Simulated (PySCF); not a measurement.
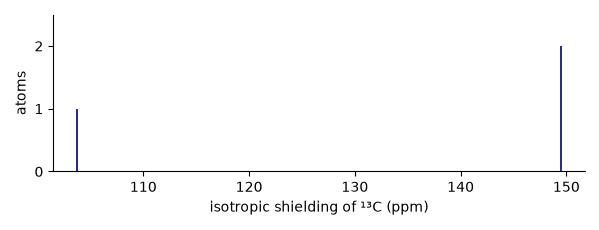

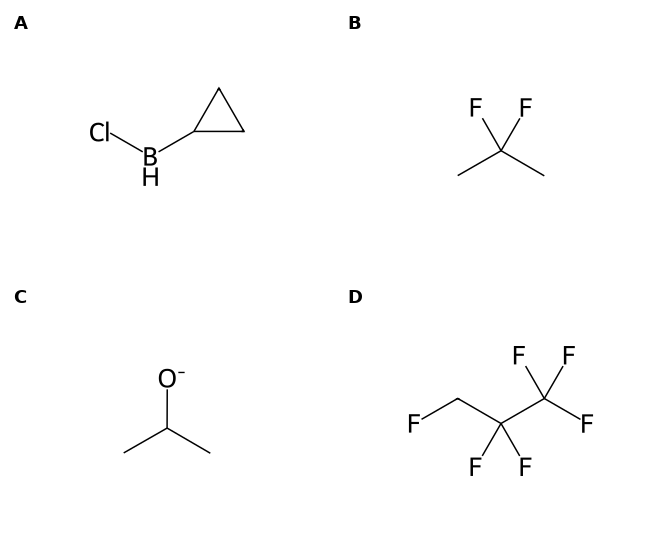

The sticks are computed shieldings of one of the molecules, for one fixed geometry (GFN2-xTB) without averaging over rotations. Low shielding means a high chemical shift. Method: GIAO PBE0/pcSseg-1 NMR shielding, non-relativistic, gas phase (PySCF 2.14.0).

> Which molecule gives this pattern?

C, `CC(C)[O-]`. Its 3 C atoms give lines at 103.8, 149.5 (2 atoms) ppm.
